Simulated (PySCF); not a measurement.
**Cl2 (chlorine): SVWN5/aug-cc-pVTZ**

Aim: the energy change on altering one bond length of Cl2 (chlorine) at SVWN5/aug-cc-pVTZ, from 2 runs. The job is set up through a Python script.

Program for the calculation: PySCF 2.14.0.

2 further runs of the same task are left out: 2 set aside as unsound or not needed.

## 1. The system as given

Cl2: 2 atoms, total charge 0, spin state singlet. SMILES: `ClCl`. The shape is that of a PBE0-D4/def2-TZVP optimisation.

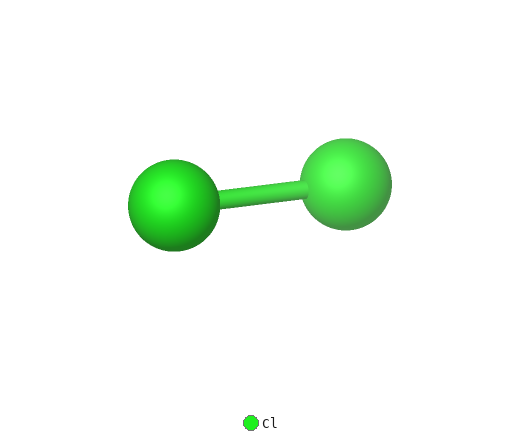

The structure, seen from a chosen angle (chlorine green).

## 2. A single-point energy at SVWN5/aug-cc-pVTZ

The input, input.py:

```python
# ClCl
from pyscf import gto, dft

system = gto.M(
    atom='''
Cl       0.845690      -0.281600       0.433600
Cl      -0.845690       0.281600      -0.433600
''',
    max_memory=1860,
    verbose=3,
    spin=0,
    charge=0,
    basis='aug-cc-pvtz',
)

ks = dft.RKS(system, xc='svwn')
ks.conv_tol = 1e-10
ks.grids.level = 5
ks.kernel()
if not ks.converged:
    ks = ks.newton().run(ks.mo_coeff, ks.mo_occ)

e_tot = ks.e_tot
print('Final energy', e_tot)
```

On the command line:

```
$ OMP_NUM_THREADS=1 python input.py
```

Output:

```text
converged SCF energy = -917.44638879004
Final energy -917.4463887900401
```

It took 4.5 s on 1 thread of Arm Neoverse V1, shared host; peak memory 0.32 GiB.

## 3. The distorted shape, same level

The input, start.xyz:

```xyz
2

Cl     1.099410    -0.366084     0.563687
Cl    -0.845690     0.281600    -0.433600
```

The input, calc.py:

```python
from pyscf import gto, dft

mol = gto.Mole()
mol.atom = 'start.xyz'
mol.basis = 'aug-cc-pvtz'
mol.verbose = 4
mol.spin = 0
mol.max_memory = 1860
mol.build()

myscf = dft.RKS(mol)
myscf.xc = 'svwn'
myscf.grids.level = 5
myscf.conv_tol = 1e-10
myscf.kernel()
if not myscf.converged:
    myscf = myscf.newton().run(myscf.mo_coeff, myscf.mo_occ)

etot = myscf.e_tot
print('E = %.10f Eh' % etot)
```

On the command line:

```
$ OMP_NUM_THREADS=1 python calc.py
```

Output:

```text
PySCF version 2.14.0

[INPUT] num. atoms = 2
[INPUT] num. electrons = 34
[INPUT] charge = 0
[INPUT] spin (= nelec alpha-beta = 2S) = 0
[INPUT] symmetry False subgroup None
[INPUT] Mole.unit = angstrom
[INPUT] Symbol           X                Y                Z      unit          X                Y                Z       unit  Magmom
[INPUT]  1 Cl     1.099410000000  -0.366084000000   0.563687000000 AA    2.077583798608  -0.691798498585   1.065214049978 Bohr   0.0
[INPUT]  2 Cl    -0.845690000000   0.281600000000  -0.433600000000 AA   -1.598122486283   0.532146876678  -0.819385247611 Bohr   0.0

nuclear repulsion = 67.081404547683
number of shells = 26
number of NR pGTOs = 150
number of NR cGTOs = 100
basis = aug-cc-pvtz
ecp = {}

******** <class 'pyscf.dft.rks.RKS'> ********
method = RKS
initial guess = minao
damping factor = 0
level_shift factor = 0
DIIS = <class 'pyscf.scf.diis.CDIIS'>
diis_start_cycle = 1
diis_space = 8
diis_damp = 0
SCF conv_tol = 1e-10
SCF conv_tol_grad = None
SCF max_cycles = 50
direct_scf = True
direct_scf_tol = 1e-13
XC library pyscf.dft.libxc version 7.0.0
    S. Lehtola, C. Steigemann, M. J.T. Oliveira, and M. A.L. Marques.,  SoftwareX 7, 1–5 (2018)
XC functionals = svwn
    P. A. M. Dirac.,  Math. Proc. Cambridge Philos. Soc. 26, 376 (1930)
    F. Bloch.,  Z. Phys. 57, 545 (1929)
    S. H. Vosko, L. Wilk, and M. Nusair.,  Can. J. Phys. 58, 1200 (1980)
radial grids:
    Treutler-Ahlrichs [JCP 102, 346 (1995); DOI:10.1063/1.469408] (M4) radial grids

becke partition: Becke, JCP 88, 2547 (1988); DOI:10.1063/1.454033
pruning grids: <function nwchem_prune>
grids dens level: 5
symmetrized grids: False
atomic radii adjust function: <function treutler_atomic_radii_adjust>
small_rho_cutoff = 0
Set gradient conv threshold to 1e-05
Initial guess from minao.
tot grids = 86096
init E= -917.408568242014
  HOMO = -0.307123748852878  LUMO = -0.225127791129972  gap/eV = 2.23122
cycle= 1 E= -917.42231287536  delta_E= -0.0137  |g|= 0.161  |ddm|= 1.12
  HOMO = -0.287159154719544  LUMO = -0.237117422624054  gap/eV = 1.36170
cycle= 2 E= -917.426234219983  delta_E= -0.00392  |g|= 0.04  |ddm|= 0.119
  HOMO = -0.292050438031952  LUMO = -0.235828760667157  gap/eV = 1.52987
cycle= 3 E= -917.426482639209  delta_E= -0.000248  |g|= 0.0203  |ddm|= 0.0311
  HOMO = -0.292250218124388  LUMO = -0.236173040906364  gap/eV = 1.52594
cycle= 4 E= -917.426589701106  delta_E= -0.000107  |g|= 0.00264  |ddm|= 0.0111
  HOMO = -0.291853292987506  LUMO = -0.235809395933049  gap/eV = 1.52503
cycle= 5 E= -917.426591203701  delta_E= -1.5e-06  |g|= 0.000434  |ddm|= 0.00183
  HOMO = -0.291937430984903  LUMO = -0.235907963666395  gap/eV = 1.52464
cycle= 6 E= -917.426591249873  delta_E= -4.62e-08  |g|= 3.23e-05  |ddm|= 0.000354
  HOMO = -0.291929852383369  LUMO = -0.235898973793789  gap/eV = 1.52468
cycle= 7 E= -917.426591250146  delta_E= -2.73e-10  |g|= 9.09e-07  |ddm|= 2.89e-05
  HOMO = -0.291929747171699  LUMO = -0.235898916252134  gap/eV = 1.52468
cycle= 8 E= -917.426591250144  delta_E= 1.71e-12  |g|= 5.18e-08  |ddm|= 6.49e-07
  HOMO = -0.291929762312576  LUMO = -0.235898931417  gap/eV = 1.52468
Extra cycle  E= -917.426591250143  delta_E= 1.02e-12  |g|= 7.94e-08  |ddm|= 7.41e-08
converged SCF energy = -917.426591250143
E = -917.4265912501 Eh
```

Wall time 4.5 s (1 thread of Arm Neoverse V1, shared host); peak memory 0.32 GiB.

## 4. What came out

At SVWN5/aug-cc-pVTZ:

```
                                                           quantity          value
                                          first shape: total energy  -917.44639 Eh
                                         first shape: dipole moment         0.00 D
                                           first shape: HOMO energy       -7.42 eV
                                           first shape: LUMO energy       -4.39 eV
                                         first shape: HOMO–LUMO gap        3.03 eV
                                      distorted shape: total energy  -917.42659 Eh
                                     distorted shape: dipole moment         0.00 D
                                       distorted shape: HOMO energy       -7.94 eV
                                       distorted shape: LUMO energy       -6.42 eV
                                     distorted shape: HOMO–LUMO gap        1.52 eV
energy change with the Cl1–Cl2 bond stretched from 1.982 to 2.280 Å       0.539 eV
```

**Reading.** With the Cl1–Cl2 bond stretched from 1.982 to 2.280 Å the energy rises by 0.54 eV (12.4 kcal/mol). The first shape isn't relaxed at this level, so the change isn't measured from a minimum.
